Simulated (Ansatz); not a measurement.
**Fields on a plane of GaSb (zinc blende)**

```
CELL_PARAMETERS angstrom
      0.00000     3.05569     3.05569
      3.05569     0.00000     3.05569
      3.05569     3.05569     0.00000
ATOMIC_POSITIONS crystal
  Sb 0.25000 0.25000 0.25000
  Ga 0.00000 0.00000 0.00000
```

The slice is a {111} plane (indices of the conventional cell) through the point (0.000, 0.000, 0.000) (fractional), spanned by u = [100] and v = [-1 2 0] in vectors of this cell: u (4.32 Å) and v (7.48 Å, at 90° to u). It covers one period; positions are fractions (u, v).

Atoms on it: Ga at (0.00, 0.00); Ga at (0.50, 0.50). Other atoms lie within 1 Å of the plane.

All values below come from PBEsol (plane waves to 420 eV, PAW, scalar-relativistic; Ansatz, a first-principles code). k mesh 13×13×13. Near the nuclei the fields are pseudised (PAW); where an atom keeps semicore shells as valence, they peak there. At this level the bands of GaSb touch or barely overlap; measurements give the solid a gap. GaSb was relaxed with its symmetry unable to fall. Spin-orbit coupling is left out, though Sb is heavy.

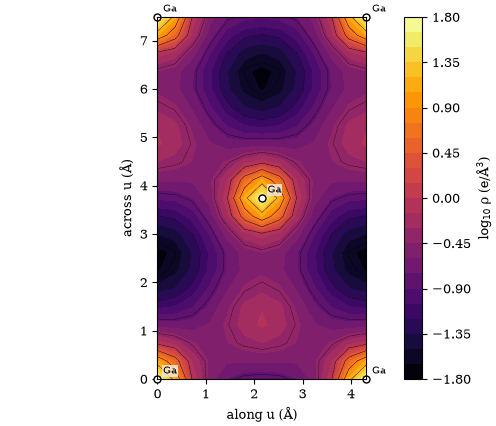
Figure. Log₁₀ of the valence density in e/Å³, one period of the plane, atoms marked. The scale is logarithmic, as a density can span decades between atoms and voids.

```
|xxx2788872xx|
|xx058999850x|
|025799999752|
|235899999853|
|002689998620|
|xx047777740x|
|xx044212440x|
|00030xxx0300|
|0241xxxxx142|
|6660xxxxx066|
|8872xxxxx278|
|99850xxx0589|
|999752025799|
|999853235899|
|998620002689|
|77740xxx0477|
|12440xxx0442|
|xx030000030x|
|xxx1420241xx|
|xxx0666660xx|
```
Scale: ten equal steps from -2.00 (start of '0') to 6.26 (end of '9'), in the order '0123456789'. Values: electrostatic potential energy of an electron, from the cell's mean, in eV. The map has 12 points along u (one character each, u = 0 at the left) and 20 along v (v = 0 in the bottom row). Points within 1 Å of a nucleus are blanked (x), as the pseudised field means little there. Values under -2 eV are set to -2. The zero, the cell's mean, hangs on the PAW cores.
